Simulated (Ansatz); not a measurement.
Input

```
crystal:
  lattice:
    - [1.3551157717, 0.7823764556, 11.076407543]
    - [-1.3551157717, 0.7823764556, 11.076407543]
    - [0.0, -1.5647529112, 11.076407543]
  atoms:
    - { symbol: Ru, position: [0.8991882521, 0.8991882521, 0.8991882521] }
    - { symbol: Ru, position: [0.5, 0.5, 0.5] }
    - { symbol: Ru, position: [0.1008117479, 0.1008117479, 0.1008117479] }
    - { symbol: Ir, position: [0.2989310588, 0.2989310588, 0.2989310588] }
    - { symbol: Ir, position: [0.7010689412, 0.7010689412, 0.7010689412] }
basis:
  ecutwfc: 420
kpoints:
  mp_grid: { grid: [18, 18, 18] }
  band_path:
    path:
      - [[0.0, 0.0, 0.0], [0.5, 0.5, 0.5], [0.83000718, 0.16999282, 0.5]]
      - [[0.5, -0.16999282, 0.16999282], [0.5, 0.0, 0.0], [0.0, 0.0, 0.0], [0.33499641, -0.33499641, 0.0]]
      - [[0.66500359, 0.0, 0.33499641], [0.5, 0.0, 0.5], [0.0, 0.0, 0.0]]
    npoints: 14
hamiltonian:
  xc: pbe
scf:
  occupations: { method: gaussian, width: 0.1 }
  n_extra_bands: 12
output:
  forces: true
  stress: true
  eigenvalues: true
  populations: true
  dos: { projected: true, de: 0.02, nscf_kmesh: { grid: [22, 22, 22] } }
  bader: true
  write_density: true
  write_potential: true
  elf: true
  volumetric_format: npy
```

Command:

```sh
ansatz run input.yaml --threads 4 --pin off --max-ram 8192MiB --backend cpu --events-out ev --progress --plain --runs-dir out
```

Below, planes, directions and counts refer to the conventional cell (a = 2.71 Å, b = 2.71 Å, c = 33.23 Å, α = 90.00°, β = 90.00°, γ = 120.00°).

Space group R-3m; a structure generated by program, which may or may not match a known phase; computed without spin polarisation.

All numbers below come from DFT PBE, scalar-relativistic, plane waves, PAW in Ansatz 0.2.0.

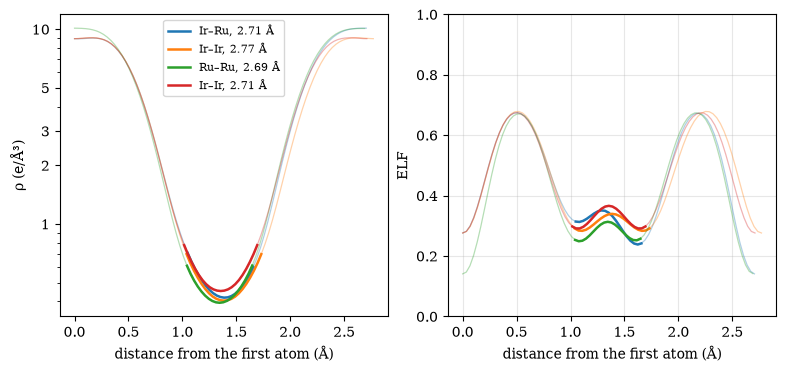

Ir2Ru3. Valence electron density and electron localisation function along straight lines between neighbouring atoms. Thin, pale parts lie inside the atomic spheres.

Core electrons are frozen (PAW), and the valence fields are smoothed inside the atomic spheres.

Question: What can be read from the curves?

Answer: Ir–Ru (2.71 Å): ρ at the midpoint is about 0.42 e/Å³; the ELF is about 0.35 at the midpoint.
Ir–Ir (2.77 Å): ρ at the midpoint is about 0.4 e/Å³; the ELF is about 0.35 at the midpoint; no localised pair shows between them.
Ru–Ru (2.69 Å): the density is about 0.39 e/Å³ at the midpoint; the ELF is about 0.30 at the midpoint.
Ir–Ir (2.71 Å): the density is about 0.45 e/Å³ at the midpoint; the ELF is about 0.35 at the midpoint; no localised pair shows between them.
